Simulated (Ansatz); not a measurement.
WH$_{2}$OCl$_{2}$F$_{4}$: several calculations on one system

**1. Relaxation**

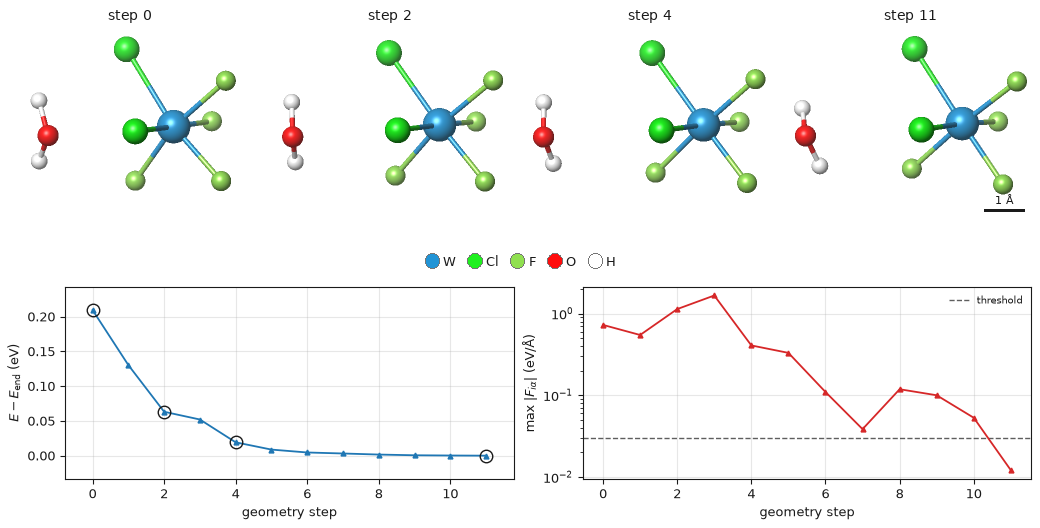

Frames of a relaxation of WH2OCl2F4, marked on the history of the run. A ball-and-stick model, seen at a tilt.

The run prepares an end point of a later path (reaction) calculation, from a guessed geometry.

The calculation used RKS PBE/def2-SVP in Ansatz. Set-up: no spin polarisation; force threshold 0.03 eV/Å; at most 50 steps.

Describe the path.

The O atom moves most after the best rigid fit: 0.57 Å. By element the largest moves are O 0.57 Å, H 0.55 Å, F 0.32 Å, W 0.23 Å, Cl 0.23 Å. Some distances before and after: O–W 3.150 → 3.937 Å, Cl–W 2.369 → 2.298 Å, H–O 0.990 → 0.975 Å, F–W 1.868 → 1.875 Å. Bond angles that change, for instance: Cl–W–F 101.6° → 91.5°, F–W–F 166.5° → 175.1°, F–W–Cl 99.3° → 92.3°. The energy falls by 0.209 eV in 11 geometry steps. Largest force component: 0.73 eV/Å at the start, 0.012 eV/Å at the end. Cost: 40 s on 4 threads of Arm Neoverse V1, with other jobs on the host, peak memory 0.23 GiB. From step 0 to 2: the O atom moves most (0.39 Å), energy −0.146 eV. From step 2 to 4: the O atom moves most (0.24 Å), energy −0.044 eV. From step 4 to 11: H atoms move most (0.25 Å), energy −0.019 eV.

```tsv
step	E − E(0), eV	largest force component, eV/Å
0	0.0000	0.7268
1	-0.0791	0.5474
2	-0.1463	1.1349
3	-0.1575	1.6650
4	-0.1903	0.4079
5	-0.2007	0.3307
6	-0.2049	0.1099
7	-0.2063	0.0386
8	-0.2079	0.1188
9	-0.2089	0.1002
10	-0.2092	0.0532
11	-0.2095	0.0121
```

Limits of the set-up: the start holds two separate molecules, 2.5 Å apart at their closest, whose relative position is a soft coordinate and is computed without a dispersion correction.

**2. Relaxation**

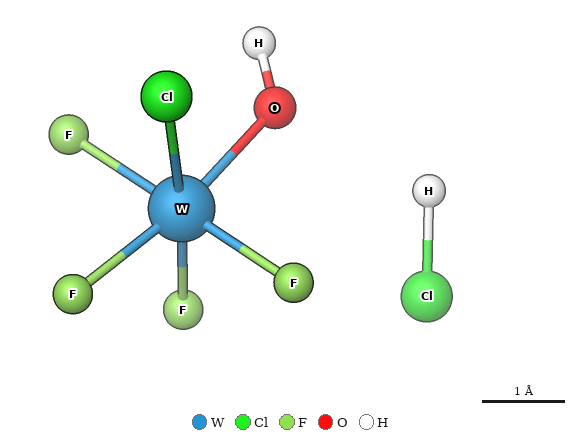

This is the input geometry for a relaxation of WH2OCl2F4. A ball-and-stick model, seen at a tilt.

The run prepares an end point of a later path (reaction) calculation, from a guessed geometry.

Method: Ansatz, RKS PBE/def2-SVP.

The input:
```yaml
crystal:
  periodic: [false, false, false]
  atoms:
    - { symbol: W, position_ang: [0.297419, 0.343544, -0.298324] }
    - { symbol: Cl, position_ang: [-0.241555, -0.470616, 3.176374] }
    - { symbol: F, position_ang: [1.925346, 0.060295, -1.195978] }
    - { symbol: Cl, position_ang: [0.027478, 2.405193, -1.327944] }
    - { symbol: F, position_ang: [-1.308882, 0.603962, 0.602686] }
    - { symbol: F, position_ang: [0.394743, -1.396999, 0.373722] }
    - { symbol: F, position_ang: [-0.517956, -0.413374, -1.802178] }
    - { symbol: O, position_ang: [1.380826, 1.105392, 1.085082] }
    - { symbol: H, position_ang: [2.330482, 1.322552, 1.113579] }
    - { symbol: H, position_ang: [0.425899, 0.676451, 3.029981] }
basis:
  gaussian: { orbitals: def2-SVP }
hamiltonian:
  xc: pbe
relax:
  f_tol: 0.03
  max_steps: 50
```

Run as
```bash
ansatz run input.yaml --threads 4 --pin off --max-ram 5120MiB --backend cpu --events-out ev --progress --plain --runs-dir out
```

Q: What does the optimiser find from here?

A: Cl2 moves most after the best rigid fit: 1.58 Å. Largest moves by element: Cl 1.58 Å, F 0.75 Å, H 0.61 Å, O 0.52 Å, W 0.19 Å. Near-neighbour distances that change, for instance: Cl2–H10 1.335 → 1.305 Å, W1–O8 1.915 → 1.895 Å, W1–Cl4 2.320 → 2.304 Å, W1–F6 1.868 → 1.878 Å. Among the angles between lasting bonds that change: F3–W1–F5 179.3° → 176.0°, F5–W1–O8 94.8° → 91.6°, F5–W1–F6 90.1° → 87.3°. After 28 geometry steps the energy has fallen by 21.7 kJ/mol. Largest force component: 0.88 eV/Å at the start, 0.015 eV/Å at the end. The forces were under the threshold at step 22, but the run went on from there.

The structure at the end:

```xyz
10

W     0.3322    0.2248   -0.4456
Cl   -0.3647    0.9289    3.9074
F     1.9566    0.4282   -1.3659
Cl   -0.2517    2.4304   -0.7644
F    -1.2146   -0.0520    0.5527
F     0.6582   -1.6185   -0.2891
F    -0.4358   -0.1798   -2.1005
O     1.3391    0.5881    1.1181
H     2.2909    0.7389    1.2765
H     0.4036    0.7474    2.8679
```

The end point in the same view:

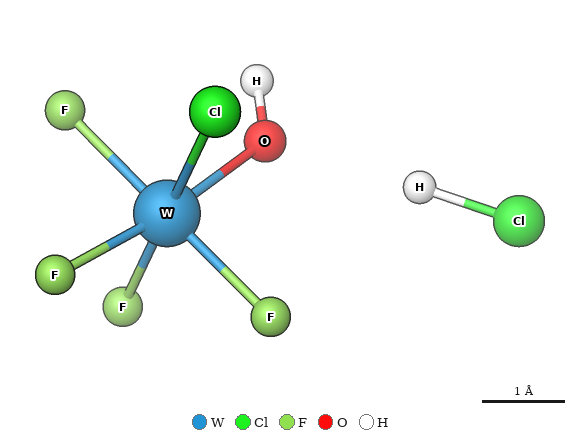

Limits of the set-up: the start holds two separate molecules, 2.2 Å apart at their closest, whose relative position is a soft coordinate and is computed without a dispersion correction.

**3. Path**

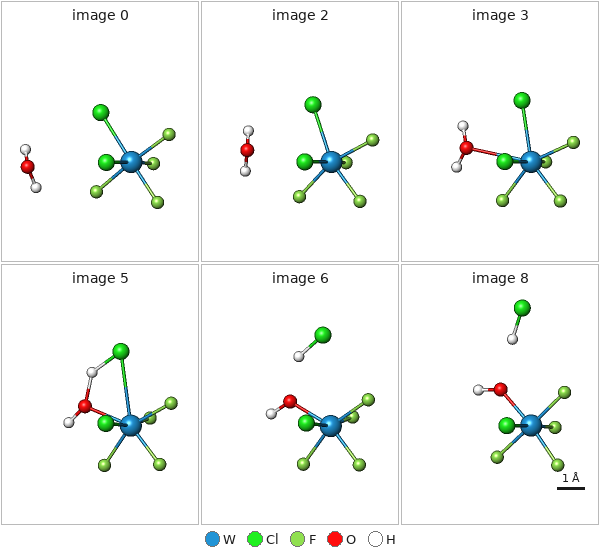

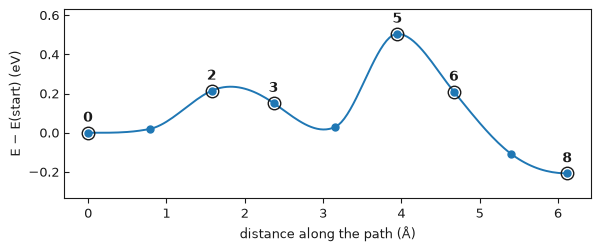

A search for the minimum-energy path of WH2OCl2F4, made up at the start of WCl₂F₄ and H2O by the nudged elastic band. Images are numbered from 0 (start) to 8 (end). A ball-and-stick model, seen at a tilt.

The calculation used RKS PBE/def2-SVP (Ansatz). Run with 7 movable images; climbing image; force threshold 0.03 eV/Å; iteration limit 60; starting path through a guess of the saddle point.

What happens along the path, and what is the barrier?

Answer. The energy climbs by 0.50 eV to image 5 and then falls by 0.71 eV, so the end point sits at −0.21 eV. The profile has 2 maxima (images 2, 5) with a dip at image 4 (+0.03 eV), so the process runs in steps. The path has more than one stage, and so few images may leave a stage unresolved. Breaking: H–O (0.98 → 1.99 Å), Cl–W (2.30 → 4.46 Å). Forming: Cl–H (3.18 → 1.31 Å), O–W (3.94 → 1.90 Å). The band converged in 21 iterations. The largest component of the band force went from 14 to 0.029 eV/Å. The climbing image converged on the top of the path. Its vibrational analysis gives one imaginary mode (476i cm⁻¹), as a transition state must have.

Limits of the set-up: the start holds two separate molecules, 2.3 Å apart at their closest, whose relative position is a soft coordinate and is computed without a dispersion correction.
